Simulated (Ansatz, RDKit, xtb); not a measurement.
# Isomers of C2H8GeSi2, a sample narrowed down, part 2 of 2

A sample of isomers of C2H8GeSi2 is drawn. Aim: find which of them has the lowest free energy at 298.15 K, then its properties. The sample is small against all isomers, and the most stable one of this formula need not be in it.

xtb, Ansatz and PySCF; isolated molecules. Earlier steps stand in the parts before.

### 6 Ranking at B3LYP-D3(BJ)/def2-SVP

```csv
label,spin,r2SCAN-D4/def2-SVP (kcal/mol),"B3LYP-D3(BJ)/def2-SVP, relaxed (kcal/mol)",time
c582b,singlet,0.0,0.0,97 s
c077a,singlet,3.5,2.8,1.9 min
c556a,singlet,4.6,4.2,2.5 min
c002a,singlet,7.2,7.1,4.3 min
```

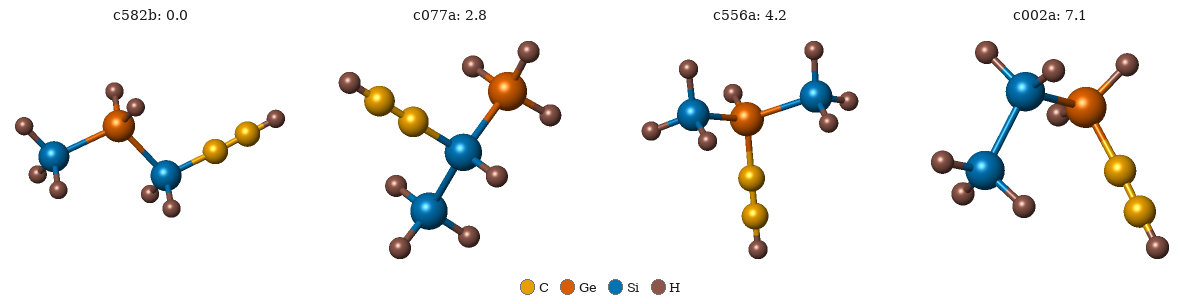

The relaxed structures, with energies at B3LYP-D3(BJ)/def2-SVP in kcal/mol.

### 7 Harmonic analysis of the finalists

The lowest few in one piece go on as finalists. In this search the thermal terms come from GFN2-xTB at its own nearest minimum. The first, c582b:

The input, start.xyz:

```xyz
13
c582b
C      3.188201     0.594783     3.043245
C      2.195138     0.631141     2.339425
Ge     1.397602     1.625588    -0.896643
Si     0.743704     0.715669     1.220521
Si    -0.475072     1.709028    -2.388691
H      4.061255     0.560049     3.669266
H     -0.306500     1.576918     1.835572
H      0.185923    -0.653716     1.028964
H      2.517146     0.750747    -1.504095
H      1.970407     3.045411    -0.687461
H     -1.549475     2.558625    -1.795837
H     -1.012885     0.331613    -2.591337
H     -0.084069     2.276150    -3.712232
```

Command:

```console
xtb start.xyz --gfn 2 --ohess tight
```

The log of the run:

```text
* xtb version 6.7.1
   ID    Z sym.   atoms
    1    6 C      1, 2
    2   32 Ge     3
    3   14 Si     4, 5
    4    1 H      6-13

           -------------------------------------------------
          |                Calculation Setup                |
           -------------------------------------------------

          program call               : xtb start.xyz --gfn 2 --ohess tight
          coordinate file            : start.xyz
          omp threads                :                     2

           -------------------------------------------------
          |                 G F N 2 - x T B                 |
           -------------------------------------------------

      * Hamiltonian:
        H0-scaling (s, p, d)           1.850000    2.230000    2.230000
        zeta-weighting                 0.500000
      * Dispersion:
        s8                             2.700000
        a1                             0.520000
        a2                             5.000000
        s9                             5.000000
      * Repulsion:
        kExp                           1.500000    1.000000
        rExp                           1.000000
      * Coulomb:
        alpha                          2.000000
        third order                    shell-resolved
        anisotropic                    true
        a3                             3.000000
        a5                             4.000000
        cn-shift                       1.200000
        cn-exp                         4.000000
        max-rad                        5.000000

          ...................................................
          :                      SETUP                      :
          :.................................................:
          :  # basis functions                  46          :
          :  # atomic orbitals                  43          :
          :  # shells                           21          :
          :  # electrons                        28          :
          :  max. iterations                   250          :
          :  Hamiltonian                  GFN2-xTB          :
          :  restarted?                      false          :
          :  GBSA solvation                  false          :
          :  PC potential                    false          :
          :  electronic temp.          300.0000000     K    :
          :  accuracy                    1.0000000          :
          :  -> integral cutoff          0.2500000E+02      :
          :  -> integral neglect         0.1000000E-07      :
          :  -> SCF convergence          0.1000000E-05 Eh   :
          :  -> wf. convergence          0.1000000E-03 e    :
          :  Broyden damping             0.4000000          :
          :  net charge                          0          :
          :  unpaired electrons                  0          :
          ...................................................

[... 36 lines left out ...]
         :: total energy             -13.660877415772 Eh    ::
[... 40 lines left out ...]
          :   grad. convergence          0.8000000E-03 Eh/α :
[... 43 lines left out ...]
 * total energy  :   -13.6637924 Eh     change       -0.2915014E-02 Eh
[... 33 lines left out ...]
 * total energy  :   -13.6661143 Eh     change       -0.1132824E-03 Eh
[... 33 lines left out ...]
 * total energy  :   -13.6662167 Eh     change       -0.1533272E-04 Eh
[... 35 lines left out ...]
 * total energy  :   -13.6662823 Eh     change       -0.2200077E-04 Eh
[... 33 lines left out ...]
 * total energy  :   -13.6663047 Eh     change       -0.4286250E-05 Eh
[... 35 lines left out ...]
 * total energy  :   -13.6663085 Eh     change       -0.1167125E-05 Eh
[... 36 lines left out ...]
 * total energy  :   -13.6663105 Eh     change       -0.6458874E-06 Eh
[... 7 lines left out ...]
 total energy gain   :        -0.0054331 Eh       -3.4093 kcal/mol
[... 55 lines left out ...]
          |                Final Singlepoint                |
[... 19 lines left out ...]
          :  -> wf. convergence          0.1000000E-03 e    :
[... 39 lines left out ...]
         :: total energy             -13.666310495711 Eh    ::
[... 173 lines left out ...]
          :  # imaginary freq.                       0      :
[... 9 lines left out ...]
    mode    ω/cm⁻¹     T·S(HO)/kcal·mol⁻¹    T·S(FR)/kcal·mol⁻¹   T·S(vib)
   ------------------------------------------------------------------------
       1     13.37    -2.21629 (  0.51%)    -1.44641 ( 99.49%)    -1.45034
       2     41.22    -1.55028 ( 31.59%)    -1.11351 ( 68.41%)    -1.25149
       3     51.83    -1.41506 ( 53.60%)    -1.04567 ( 46.40%)    -1.24365
       4     94.21    -1.06463 ( 92.65%)    -0.86878 (  7.35%)    -1.05023
       5    202.92    -0.62804 ( 99.63%)    -0.64153 (  0.37%)    -0.62809
       6    242.64    -0.53173 ( 99.82%)    -0.58858 (  0.18%)    -0.53184
       7    247.44    -0.52139 ( 99.83%)    -0.58278 (  0.17%)    -0.52149
   ------------------------------------------------------------------------

   temp. (K)  partition function   enthalpy   heat capacity  entropy
                                   cal/mol     cal/K/mol   cal/K/mol   J/K/mol
 298.15  VIB  0.123E+05             4875.565     28.151     30.878
         ROT  0.445E+06              888.752      2.981     28.827
         INT  0.548E+10             5764.318     31.131     59.705
         TR   0.197E+28             1481.254      4.968     41.117
         TOT                        7245.5717    36.0996   100.8222   421.8402

       T/K    H(0)-H(T)+PV         H(T)/Eh          T*S/Eh         G(T)/Eh
   ------------------------------------------------------------------------
    298.15    0.115466E-01    0.842481E-01    0.479039E-01    0.363443E-01
   ------------------------------------------------------------------------

         :::::::::::::::::::::::::::::::::::::::::::::::::::::
         ::                  THERMODYNAMIC                  ::
         :::::::::::::::::::::::::::::::::::::::::::::::::::::
         :: total free energy         -13.629966245104 Eh   ::
         ::.................................................::
         :: total energy              -13.666310495747 Eh   ::
         :: zero point energy           0.072701587135 Eh   ::
         :: G(RRHO) w/o ZPVE           -0.036357336493 Eh   ::
         :: G(RRHO) contrib.            0.036344250642 Eh   ::
         :::::::::::::::::::::::::::::::::::::::::::::::::::::
imag cut-off (cm-1) :    5.00
 found            1  significant imaginary frequency
 writing imag mode distorted coords to xtbhess.xyz
 for further optimization.

optimized geometry written to: xtbopt.xyz

           -------------------------------------------------
          | TOTAL ENERGY              -13.666310495747 Eh   |
          | TOTAL ENTHALPY            -13.582062355199 Eh   |
          | TOTAL FREE ENERGY         -13.629966245104 Eh   |
          | GRADIENT NORM               0.000887793455 Eh/α |
          | HOMO-LUMO GAP               4.009905813318 eV   |
           -------------------------------------------------

------------------------------------------------------------------------
------------------------------------------------------------------------
 total:
 * wall-time:     0 d,  0 h,  0 min,  1.242 sec
 *  cpu-time:     0 d,  0 h,  0 min,  2.175 sec
 * ratio c/w:     1.751 speedup
 SCF:
 * wall-time:     0 d,  0 h,  0 min,  0.081 sec
 *  cpu-time:     0 d,  0 h,  0 min,  0.090 sec
 * ratio c/w:     1.115 speedup
 ANC optimizer:
 * wall-time:     0 d,  0 h,  0 min,  0.283 sec
 *  cpu-time:     0 d,  0 h,  0 min,  0.504 sec
 * ratio c/w:     1.781 speedup
 analytical hessian:
 * wall-time:     0 d,  0 h,  0 min,  0.826 sec
 *  cpu-time:     0 d,  0 h,  0 min,  1.539 sec
 * ratio c/w:     1.864 speedup
```

It took 1.4 s on 2 threads of Intel Xeon at 2.50GHz (Skylake/Cascade Lake), shared host; peak memory 0.11 GiB.

### 8 Zero-point energy and free-energy terms

As xtb prints them, at 298.15 K, with its own treatment of low modes:

```csv
label,SMILES,spin,lowest mode (cm⁻¹),zero-point (kcal/mol),G − E (kcal/mol)
c582b,C#C[SiH2][GeH2][SiH3],singlet,13i,45.6,22.8
c077a,C#C[Si@@H]([SiH3])[GeH3],singlet,21,45.3,22.1
c556a,C#[C][GeH]([SiH3])[SiH3],singlet,27,45.6,22.4
c002a,C#[C][GeH2][SiH2][SiH3],singlet,7,45.5,22.4
```

c582b keeps an imaginary mode, a small one that points to a nearly free motion; the harmonic terms are rough for it.

### 9 Last filter: a higher level

Single points at CCSD(T)/def2-SVP + MP2/def2-TZVPP - MP2/def2-SVP on the refined geometries decide the order.

c582b, CCSD(T)/def2-SVP:

The input, input.yaml:

```yaml
crystal:
  periodic: [false, false, false]
  atoms:
    - {symbol: C, position_ang: [3.188201, 0.594783, 3.043245]}
    - {symbol: C, position_ang: [2.195138, 0.631141, 2.339425]}
    - {symbol: Ge, position_ang: [1.397602, 1.625588, -0.896643]}
    - {symbol: Si, position_ang: [0.743704, 0.715669, 1.220521]}
    - {symbol: Si, position_ang: [-0.475072, 1.709028, -2.388691]}
    - {symbol: H, position_ang: [4.061255, 0.560049, 3.669266]}
    - {symbol: H, position_ang: [-0.306500, 1.576918, 1.835572]}
    - {symbol: H, position_ang: [0.185923, -0.653716, 1.028964]}
    - {symbol: H, position_ang: [2.517146, 0.750747, -1.504095]}
    - {symbol: H, position_ang: [1.970407, 3.045411, -0.687461]}
    - {symbol: H, position_ang: [-1.549475, 2.558625, -1.795837]}
    - {symbol: H, position_ang: [-1.012885, 0.331613, -2.591337]}
    - {symbol: H, position_ang: [-0.084069, 2.276150, -3.712232]}
basis:
  gaussian:
    orbitals: def2-SVP
correlation:
  method: ccsd_t
  frozen_orbitals: {Ge: 9, Si: 5, C: 1, H: 0}
```

Command:

```console
ansatz run input.yaml --threads 2 --pin off --max-ram 5220MiB --events-out events.jsonl --progress --plain --runs-dir runs
```

The log of the run:

```text
Warning: RAYON_NUM_THREADS=2 ignored (pool sized by the plan → 2); use --threads N
Functional definition: HF
  name "HF"
  exchange = exact_x
  correlation = 0
1352 factors; integrals over basis functions are off by at most 1.3e-3 eV
mean field evaluation 1: about -74367.7956 eV, gradient 2.5e1 eV
mean field evaluation 2: about -74367.8003 eV, gradient 2.5e1 eV
mean field evaluation 4: about -74370.4426 eV, gradient 3.0e0 eV
mean field evaluation 8: about -74370.4799 eV, gradient 1.2e-4 eV
mean field evaluation 16: about -74370.4767 eV, gradient 1.7e-1 eV
mean field -74370.47991555 eV, -2733.0647267745 hartree, gradient 2.4e-6 eV, S^2 0.000000; 0 other end points of the search recorded, 0 dependent functions left out
21 core orbitals not correlated: weight in the atoms' cores, before any rotation towards them, 1.000 or more for the frozen orbitals, at most 0.000 for the correlated occupied ones
reference -74370.47991555 eV, -2733.0647267745 hartree; 19, 19 occupied and 96, 96 virtual orbitals, 1352 factors
second order -18.61657486 eV of doubles, -0.00000000 eV of singles
cycle   1  -19.34279451 eV  change   -7.3e-1 eV  update   1.2e-1
cycle   2  -20.11659748 eV  change   -7.7e-1 eV  update   3.8e-2
cycle   3  -20.22557924 eV  change   -1.1e-1 eV  update   1.6e-2
cycle   4  -20.23227740 eV  change   -6.7e-3 eV  update   4.9e-3
cycle   5  -20.23373966 eV  change   -1.5e-3 eV  update   1.6e-3
cycle   6  -20.23388135 eV  change   -1.4e-4 eV  update   4.8e-4
cycle   7  -20.23417001 eV  change   -2.9e-4 eV  update   1.5e-4
cycle   8  -20.23430575 eV  change   -1.4e-4 eV  update   5.3e-5
cycle   9  -20.23433267 eV  change   -2.7e-5 eV  update   1.7e-5
perturbative correction -0.71870821 eV, -0.0264120396 hartree
Total energy: -74391.43295643 eV, -2733.8347368243 hartree
```

It took 45 s on 2 threads of Intel Xeon at 2.50GHz (Skylake/Cascade Lake), shared host; peak memory 0.85 GiB.

### 10 c582b at MP2/def2-TZVPP

Edit input.yaml of step 9 so:

```diff
@@ -17,6 +17,3 @@
 basis:
-  gaussian:
-    orbitals: def2-SVP
-correlation:
-  method: ccsd_t
-  frozen_orbitals: {Ge: 9, Si: 5, C: 1, H: 0}
+  gaussian: {orbitals: def2-TZVPP}
+correlation: {method: mp2, frozen_orbitals: {Ge: 9, Si: 5, C: 1, H: 0}}
```

Command:

```console
ansatz run input.yaml --threads 2 --pin off --max-ram 5220MiB --events-out events.jsonl --progress --plain --runs-dir runs
```

The log of the run:

```text
Warning: RAYON_NUM_THREADS=2 ignored (pool sized by the plan → 2); use --threads N
[... 4 set-up lines as earlier in the session ...]
1797 factors; integrals over basis functions are off by at most 7.4e-4 eV
mean field evaluation 1: about -74381.9780 eV, gradient 3.0e1 eV
mean field evaluation 2: about -74382.2935 eV, gradient 3.0e1 eV
mean field evaluation 4: about -74385.6166 eV, gradient 4.0e0 eV
mean field evaluation 8: about -74385.6776 eV, gradient 2.6e-1 eV
mean field -74385.67798586 eV, -2733.6232455567 hartree, gradient 2.5e-6 eV, S^2 0.000000; 0 other end points of the search recorded, 0 dependent functions left out
21 core orbitals not correlated: weight in the atoms' cores, before any rotation towards them, 1.000 or more for the frozen orbitals, at most 0.000 for the correlated occupied ones
reference -74385.67798586 eV, -2733.6232455567 hartree; 19, 19 occupied and 266, 266 virtual orbitals, 1797 factors
second order -22.13845265 eV of doubles, -0.00000000 eV of singles
Total energy: -74407.81643850 eV, -2734.4368186855 hartree
```

Run time: 31 s. Hardware: 2 threads of Intel Xeon at 2.50GHz (Skylake/Cascade Lake), shared host; peak memory 0.89 GiB.

### 11 c077a at CCSD(T)/def2-SVP

The input, input.yaml:

```yaml
crystal:
  periodic: [false, false, false]
  atoms:
    - {symbol: C, position_ang: [2.302948, 2.309645, 1.213679]}
    - {symbol: C, position_ang: [2.122022, 1.401572, 0.422079]}
    - {symbol: Ge, position_ang: [1.870832, 1.021347, -2.995765]}
    - {symbol: Si, position_ang: [1.786574, 0.070305, -0.797358]}
    - {symbol: Si, position_ang: [-0.342588, -0.825181, -0.357613]}
    - {symbol: H, position_ang: [2.467435, 3.107940, 1.914373]}
    - {symbol: H, position_ang: [2.832281, -0.987340, -0.667805]}
    - {symbol: H, position_ang: [-0.639997, -1.916756, -1.332566]}
    - {symbol: H, position_ang: [-1.365501, 0.250226, -0.510649]}
    - {symbol: H, position_ang: [-0.411857, -1.375452, 1.027484]}
    - {symbol: H, position_ang: [0.790131, 2.113931, -3.132075]}
    - {symbol: H, position_ang: [1.602778, -0.065430, -4.059893]}
    - {symbol: H, position_ang: [3.251326, 1.652204, -3.270570]}
basis:
  gaussian:
    orbitals: def2-SVP
correlation:
  method: ccsd_t
  frozen_orbitals: {Ge: 9, Si: 5, C: 1, H: 0}
```

Command:

```console
ansatz run input.yaml --threads 2 --pin off --max-ram 5220MiB --events-out events.jsonl --progress --plain --runs-dir runs
```

The log of the run:

```text
Warning: RAYON_NUM_THREADS=2 ignored (pool sized by the plan → 2); use --threads N
[... 4 set-up lines as earlier in the session ...]
1351 factors; integrals over basis functions are off by at most 1.4e-3 eV
mean field evaluation 1: about -74367.5860 eV, gradient 2.6e1 eV
mean field evaluation 2: about -74367.5905 eV, gradient 2.6e1 eV
mean field evaluation 4: about -74370.2888 eV, gradient 3.0e0 eV
mean field evaluation 8: about -74370.3294 eV, gradient 1.7e-4 eV
mean field evaluation 16: about -74370.3263 eV, gradient 1.9e-1 eV
mean field -74370.32935715 eV, -2733.0591938555 hartree, gradient 2.8e-6 eV, S^2 0.000000; 0 other end points of the search recorded, 0 dependent functions left out
21 core orbitals not correlated: weight in the atoms' cores, before any rotation towards them, 1.000 or more for the frozen orbitals, at most 0.000 for the correlated occupied ones
reference -74370.32935715 eV, -2733.0591938555 hartree; 19, 19 occupied and 96, 96 virtual orbitals, 1351 factors
second order -18.63771250 eV of doubles, -0.00000000 eV of singles
cycle   1  -19.36140595 eV  change   -7.2e-1 eV  update   1.2e-1
cycle   2  -20.14084256 eV  change   -7.8e-1 eV  update   3.9e-2
cycle   3  -20.25145262 eV  change   -1.1e-1 eV  update   1.7e-2
cycle   4  -20.25768930 eV  change   -6.2e-3 eV  update   4.9e-3
cycle   5  -20.25910418 eV  change   -1.4e-3 eV  update   1.5e-3
cycle   6  -20.25919593 eV  change   -9.2e-5 eV  update   4.8e-4
cycle   7  -20.25948287 eV  change   -2.9e-4 eV  update   1.4e-4
cycle   8  -20.25960879 eV  change   -1.3e-4 eV  update   4.9e-5
cycle   9  -20.25963267 eV  change   -2.4e-5 eV  update   1.5e-5
perturbative correction -0.72647465 eV, -0.0266974511 hartree
Total energy: -74391.31546447 eV, -2733.8304190747 hartree
```

It took 41 s on 2 threads of Intel Xeon at 2.50GHz (Skylake/Cascade Lake), shared host; peak memory 0.85 GiB.

### 12 The ranking

Energies in kcal/mol from c582b; G adds the thermal terms to the CCSD(T)/def2-SVP + MP2/def2-TZVPP - MP2/def2-SVP energy. The columns left of the relaxed level are at the tight-binding geometries.

```csv
label,SMILES,spin,GFN2-xTB,HF/STO-3G,r2SCAN-D4/def2-SVP,B3LYP-D3(BJ)/def2-SVP,HF/def2-SVP,MP2/def2-SVP,CCSD(T)/def2-SVP + MP2/def2-TZVPP - MP2/def2-SVP,G,share at equilibrium,T1
c582b,C#C[SiH2][GeH2][SiH3],singlet,0.0,0.0,0.0,0.0,0.0,0.0,0.0,0.0,98.0 %,0.012
c077a,C#C[Si@@H]([SiH3])[GeH3],singlet,12.3,3.2,3.5,2.8,3.5,3.0,3.4,2.7,1.1 %,0.012
c556a,C#[C][GeH]([SiH3])[SiH3],singlet,-2.3,0.9,4.6,4.2,4.0,3.5,3.1,2.8,0.9 %,0.012
c002a,C#[C][GeH2][SiH2][SiH3],singlet,11.4,3.9,7.2,7.1,7.2,6.8,6.7,6.3,< 0.1 %,0.012
```

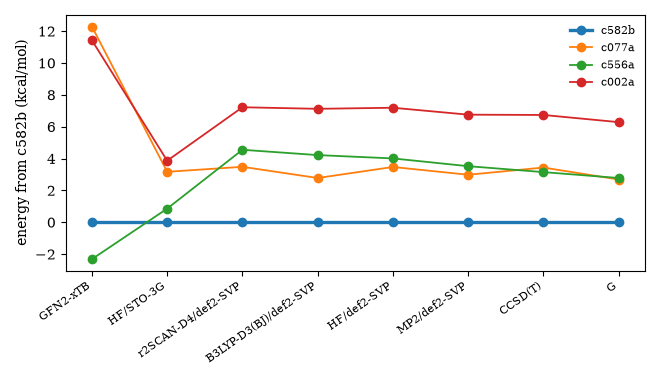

The finalists at each level, measured from c582b.

Lowest found: c582b, `C#C[SiH2][GeH2][SiH3]`, a singlet. Bond lengths: C1–C2 1.218 Å, C2–Si4 1.835 Å, Ge3–Si4 2.395 Å, Ge3–Si5 2.396 Å, C1–H6 1.075 Å, Si4–H7 1.491 Å, Si4–H8 1.491 Å, Ge3–H9 1.545 Å, Ge3–H10 1.545 Å, Si5–H11 1.493 Å, Si5–H12 1.493 Å, Si5–H13 1.492 Å. Some angles: C1–C2–Si4 177.5°, C2–Si4–Ge3 109.9°, Si4–Ge3–Si5 110.5°, C2–C1–H6 179.7°, C2–Si4–H7 109.4°, C2–Si4–H8 109.4°, Ge3–Si4–H7 109.7°, Ge3–Si4–H8 109.7°, Si4–Ge3–H9 109.3°, Si4–Ge3–H10 109.3°.

```xyz
13

C     3.1882    0.5948    3.0432
C     2.1951    0.6311    2.3394
Ge    1.3976    1.6256   -0.8966
Si    0.7437    0.7157    1.2205
Si   -0.4751    1.7090   -2.3887
H     4.0613    0.5600    3.6693
H    -0.3065    1.5769    1.8356
H     0.1859   -0.6537    1.0290
H     2.5171    0.7507   -1.5041
H     1.9704    3.0454   -0.6875
H    -1.5495    2.5586   -1.7958
H    -1.0129    0.3316   -2.5913
H    -0.0841    2.2761   -3.7122
```

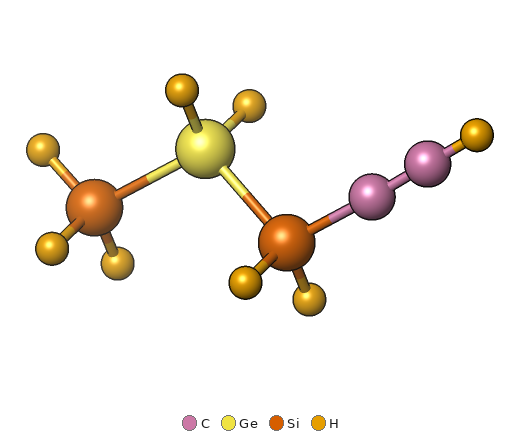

The lowest structure found, seen from a chosen angle (carbon pink, germanium yellow, silicon orange, hydrogen amber).

### 13 Summary of results

What follows sums up all 2 parts.

| quantity | value |
| --- | --- |
| lowest structure found | C#C[SiH2][GeH2][SiH3], singlet |
| next finalist | C#C[Si@@H]([SiH3])[GeH3], singlet, 2.7 kcal/mol higher in G |
| share at equilibrium, among the finalists | 98.0 % |
| funnel | 6 starts, 6 minima at GFN2-xTB, 8 screening runs, 4 relaxed, 4 ranked |
| CPU time of all runs | 26 min |

`C#C[SiH2][GeH2][SiH3]` comes out lowest. The margin, 2.7 kcal/mol, is modest. HF/STO-3G, r2SCAN-D4/def2-SVP, B3LYP-D3(BJ)/def2-SVP, HF/def2-SVP and MP2/def2-SVP already put its bonding pattern lowest among the structures in one piece; GFN2-xTB favours the singlet C#[C][GeH]([SiH3])[SiH3]. The largest share of the time went into the relaxations (55 %). The search is not exhaustive (a finite list of starts, one conformer a finalist), so a lower isomer can't be ruled out. Only 4 drawn patterns were tried, so whole families of isomers are missing, and the result ranks this sample alone.
